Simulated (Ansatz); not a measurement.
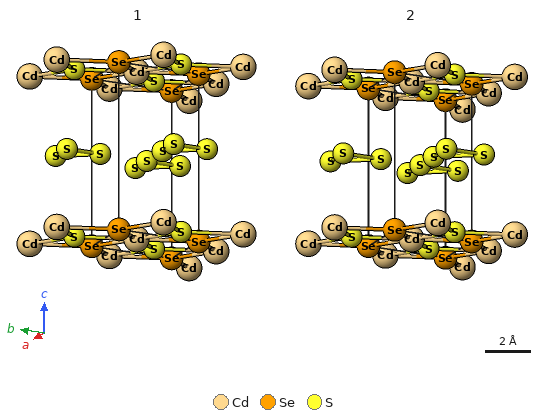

Two geometries of a crystal of CdSeS₄ (a generated structure, set up in P-6m2), drawn at one scale. One is the start of a relaxation, the other its converged end. A ball-and-stick model of the cell of the calculation, seen from a free direction.

Method: DFT PBE, scalar-relativistic, plane waves, PAW in Ansatz 0.2.0. Set-up: plane-wave cutoff 420 eV; k-point mesh 12 × 12 × 6; occupations gaussian; smearing width 0.1 eV; no spin polarisation; cell and atoms relaxed; force threshold 0.01 eV/Å; at most 80 steps.

> Which geometry has the lower energy?

Structure 1 is the relaxed one. The largest moves relative to the cell, 0.20 Å, are those of S atoms. Se and Cd stay in place. The volume changes by +13.8 %, with a = b 4.810 → 4.979 Å (+3.5 %), c 7.159 → 7.602 Å (+6.2 %). Near-neighbour distances that change, for instance: S–S 2.460 → 2.902 Å, S–S 2.349 → 2.077 Å, Cd–S 2.777 → 2.875 Å, Cd–Se 2.777 → 2.875 Å. The space group stays P-6m2 (No. 187). After 8 accepted moves (10 points after the start) the energy has fallen by 0.386 eV per cell of the calculation. Largest force component: 0.35 eV/Å at the start, 0.0011 eV/Å at the end. Pressure: 0.11 GPa at the start and 0.00 GPa at the end. The line search rejected the trial step at point 3 of the run. The SCF was repeated once at an unchanged geometry on a basis and grid sized afresh for the cell, which shifted the energy by 2.0 meV per cell of the calculation at most.

Limits of the set-up: layers or molecules are held without a dispersion correction, so their spacing is unreliable.
